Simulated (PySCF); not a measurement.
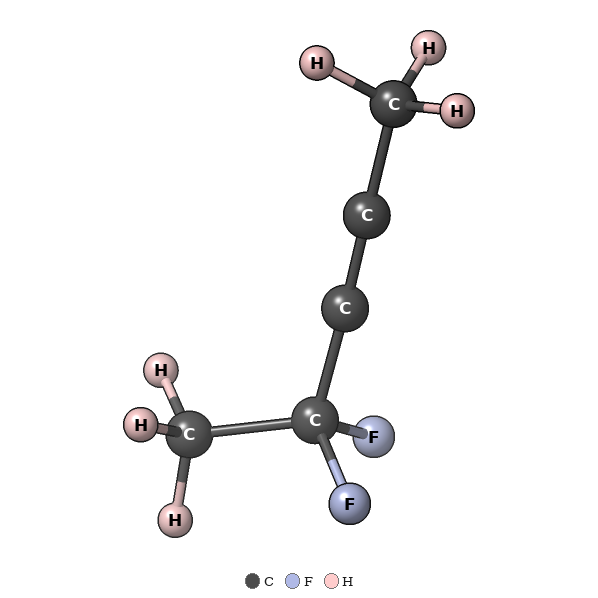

Rendered structure (ball-and-stick style).

Identify the structure.

It has 13 atoms: 5 carbon, 6 hydrogen and 2 fluorine (C5H6F2). SMILES: `CC#CC(C)(F)F`. It has no ring. Among its groups: alkyne, C–F bond. Coordination: 3 C tetrahedral; 2 C linear.

The parts below concern this one geometry. Atoms keep their numbers from picture to picture. The computed structure is the end point of a PBE0-D3(BJ)/def2-SVP optimisation. No frequency run is at hand to confirm it as a minimum.

**Geometry**

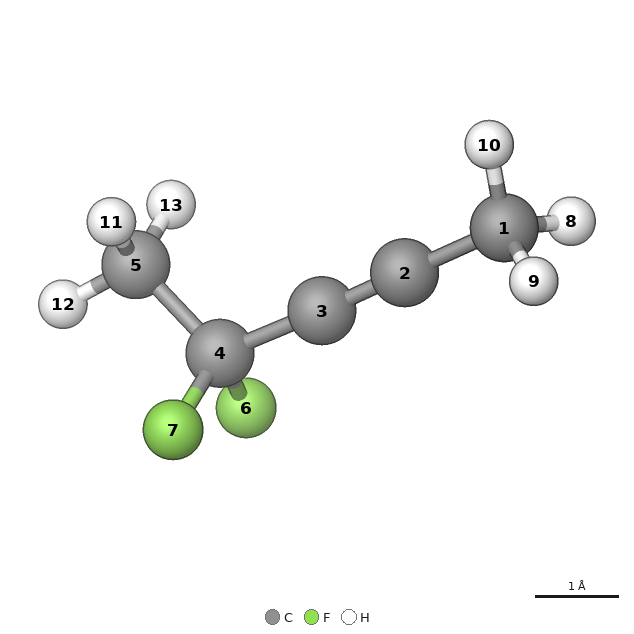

The atoms are numbered. No frequency run is at hand to confirm it as a minimum.

Give these bond angles: C2–C1–H8, C2–C1–H9, C2–C1–H10, C1–C2–C3, C2–C3–C4, C3–C4–C5, C3–C4–F6, C5–C4–F6, F6–C4–F7, C4–C5–H11, C4–C5–H12, C4–C5–H13.

```csv
angle,degrees
C2–C1–H8,110.7
C2–C1–H9,110.9
C2–C1–H10,111.1
C1–C2–C3,179.6
C2–C3–C4,178.2
C3–C4–C5,113.7
C3–C4–F6,109.3
C5–C4–F6,109.0
F6–C4–F7,106.2
C4–C5–H11,110.0
C4–C5–H12,108.4
C4–C5–H13,109.9
```

**Bond orders**

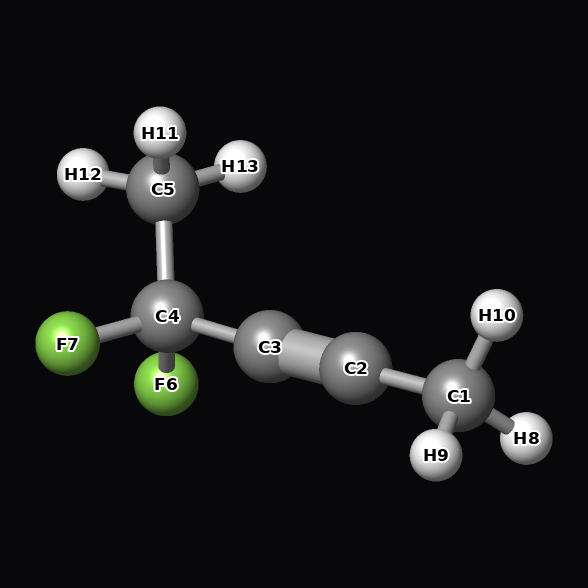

The thickness of each stick grows with its Mayer bond order. No frequency run is at hand to confirm it as a minimum. Level of theory: PBE0/6-31G (PySCF 2.14.0).

Which bond has the highest Mayer bond order?

Answer. C2–C3, 3.29, at a length of 1.210 Å.

Which bond has the lowest Mayer bond order?

Answer. C3–C4, 0.81, at 1.470 Å.

List the Mayer bond orders of C1–C2, C1–H8, C1–H9, C1–H10, C2–C3, C3–C4, C4–C5, C4–F6, C5–H11, C5–H12, C5–H13 (one bond of each equivalent set).

```csv
bond,Mayer order,length (Å)
C1–C2,0.94,1.451
C1–H8,0.92,1.101
C1–H9,0.92,1.101
C1–H10,0.92,1.101
C2–C3,3.29,1.210
C3–C4,0.81,1.470
C4–C5,0.98,1.509
C4–F6,0.93,1.361
C5–H11,0.93,1.098
C5–H12,0.92,1.099
C5–H13,0.92,1.098
```

**NMR shielding**

The questions are on isotropic NMR shieldings of the C atoms. No frequency run is at hand to confirm it as a minimum. Properties computed with GIAO PBE0/pcSseg-0 NMR shielding, non-relativistic, gas phase (PySCF 2.14.0).

Which C atom is the most shielded (lowest chemical shift)?

Answer. C1 (187.5 ppm).

Which C atom is the least shielded (highest chemical shift)?

Answer. C4 (68.5 ppm).

How wide is the range of C shifts?

Answer. 119.0 ppm.

Give the isotropic NMR shieldings of the C atoms atom by atom.

```json
{"atom": "C1", "σ (ppm)": "187.5"}
{"atom": "C2", "σ (ppm)": "98.3"}
{"atom": "C3", "σ (ppm)": "108.2"}
{"atom": "C4", "σ (ppm)": "68.5"}
{"atom": "C5", "σ (ppm)": "159.8"}
```

**Dipole moment**

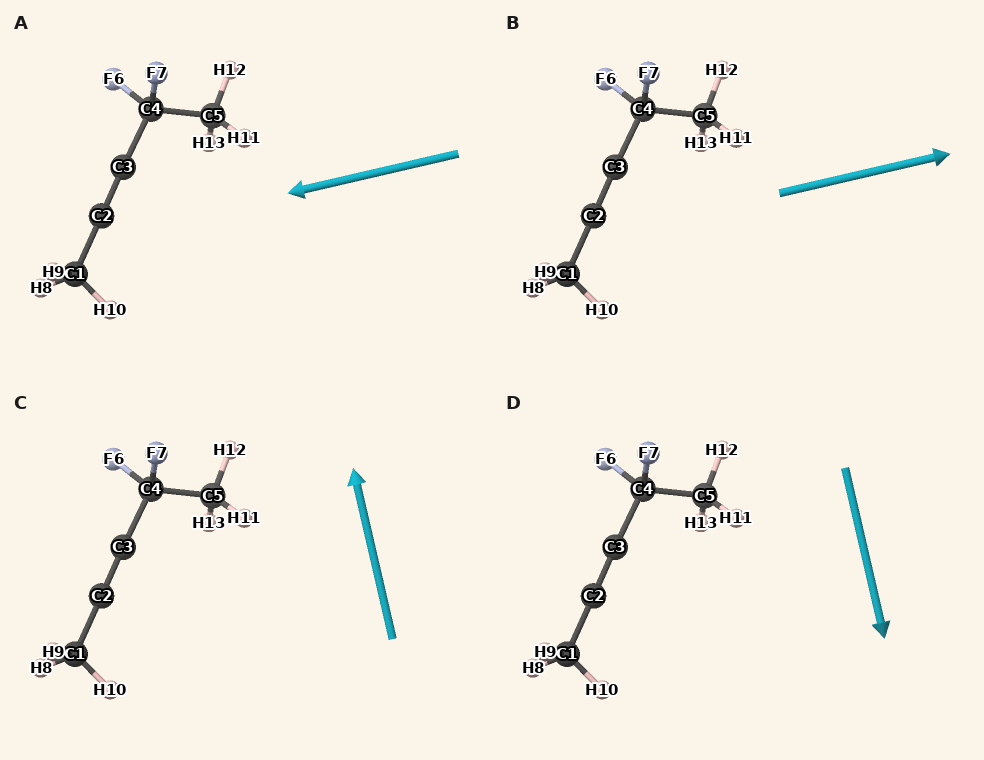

The same molecule four times, each with an arrow. No frequency run is at hand to confirm it as a minimum. Properties computed with B97-D/pcSseg-1, gas phase (PySCF 2.14.0).

Which arrow points along the dipole moment, from the negative to the positive end?

Answer. D. The dipole moment is 2.91 D; it points from the side of F6, F7 to the side of H10 (the outermost atoms at the two ends).

**Levels of theory compared**

No frequency run is at hand to confirm it as a minimum. Program: PySCF 2.14.0.

Compare HOMO energy (eV) at these levels: B3LYP/pcSseg-1; CAM-B3LYP/pcSseg-1; KT2/pcSseg-1; KT3/pcSseg-1; PBE0/6-311+G(2d,p); PBE0/6-31G; PBE0/cc-pVDZ; PBE0/def2-SVP.

```csv
level,HOMO energy (eV)
B3LYP/pcSseg-1,−7.79
CAM-B3LYP/pcSseg-1,−9.40
KT2/pcSseg-1,−6.78
KT3/pcSseg-1,−6.77
"PBE0/6-311+G(2d,p)",−8.02
PBE0/6-31G,−7.92
PBE0/cc-pVDZ,−7.83
PBE0/def2-SVP,−7.94
```
